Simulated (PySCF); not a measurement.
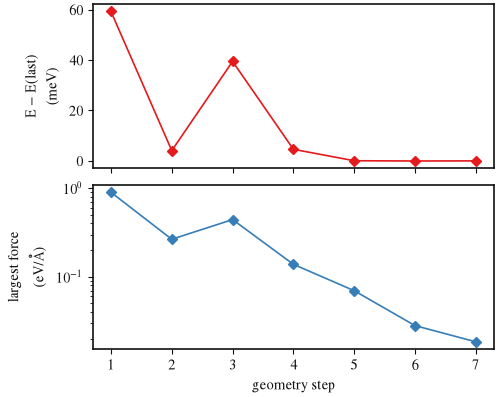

History of a geometry optimisation.

The run: C3H3F2S (SMILES FC(F)/C=C\[S-]) (charge −1), by PBE0-D3(BJ)/def2-SVP, geometry optimisation (PySCF 2.14.0, density fitting).

Q: How did it end, and what did it gain?

A: The optimisation met its thresholds at geometry 7, counting the start as the first. The energy fell by about 59 meV from the first step to the last, with a rise at step 3. The largest force goes from about 0.9 eV/Å at the start to 0.018 eV/Å at the end.
